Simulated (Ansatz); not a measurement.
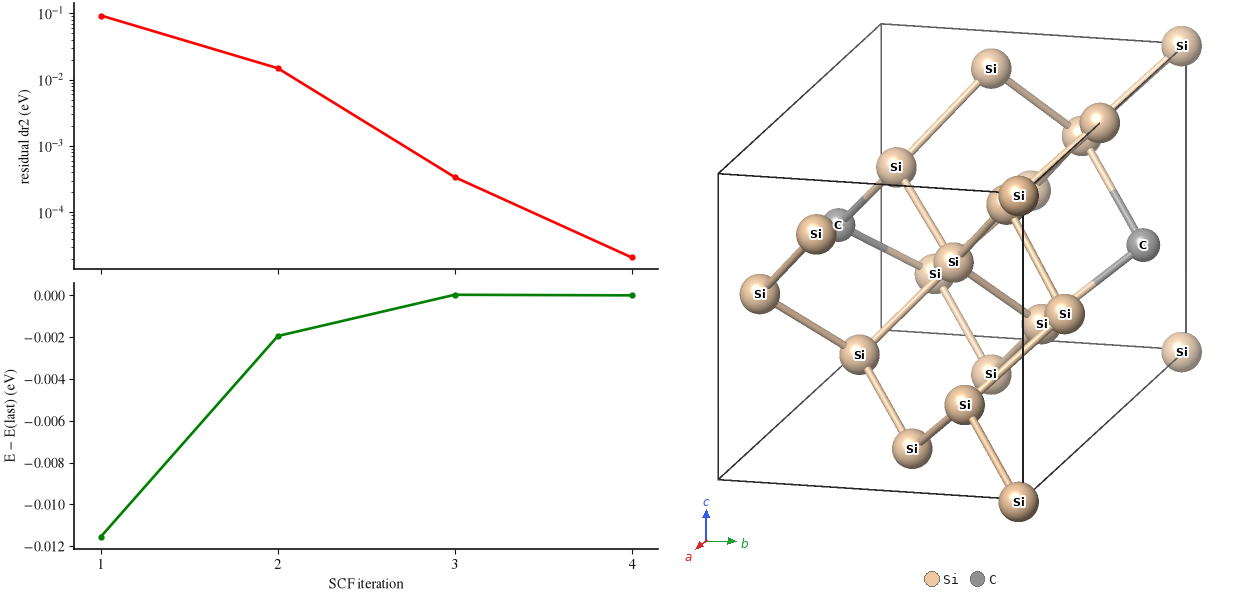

Beside the plot: the structure.

The plot shows the SCF iterations of a calculation: density residual dr2, Harris–Foulkes energy less its last value. The starting density is a sum of atomic densities corrected by a trained network.

Si₁₅C (16 atoms in the cell), run with Ansatz.

```
crystal:
  lattice:
    - [10.527361, 0.000000, 0.000000]
    - [0.000000, 5.263681, 0.000000]
    - [0.000000, 0.000000, 5.263681]
  atoms:
    - { symbol: Si, position: [0.002110, 0.986764, 0.992838] }
    - { symbol: Si, position: [0.500907, 0.984916, 0.985926] }
    - { symbol: Si, position: [0.125748, 0.243683, 0.260169] }
    - { symbol: Si, position: [0.637284, 0.269831, 0.248334] }
    - { symbol: Si, position: [0.246694, 0.493294, 0.006972] }
    - { symbol: Si, position: [0.753413, 0.504843, 0.013298] }
    - { symbol: Si, position: [0.383918, 0.731579, 0.254590] }
    - { symbol: Si, position: [0.872900, 0.740627, 0.230207] }
    - { symbol: Si, position: [0.748283, 0.002389, 0.483530] }
    - { symbol: Si, position: [0.382204, 0.254545, 0.734749] }
    - { symbol: Si, position: [0.866526, 0.250958, 0.752699] }
    - { symbol: Si, position: [0.014003, 0.498375, 0.494195] }
    - { symbol: Si, position: [0.505812, 0.507954, 0.500924] }
    - { symbol: Si, position: [0.129176, 0.727911, 0.744722] }
    - { symbol: Si, position: [0.623633, 0.744934, 0.763427] }
    - { symbol: C, position: [0.257387, 0.997686, 0.468205] }
kpoints:
  mp_grid: { grid: [2, 2, 2], shift: [0.5, 0.5, 0.5] }
hamiltonian:
  xc: pbesol
scf:
  occupations: { method: fermi_dirac, width: 0.01 }
  max_iter: 4
output:
  forces: true
  eigenvalues: true
  stress: true
```

Launched with:
```bash
ansatz run in.yaml --threads 7 --pin off --max-ram 13300MiB --runs-dir r --events-out ev --progress --plain
```

> Did the calculation converge?

It did not converge: it stopped after 4 iterations. The residual is still falling at the last step (down to 2.1 × 10⁻⁵).
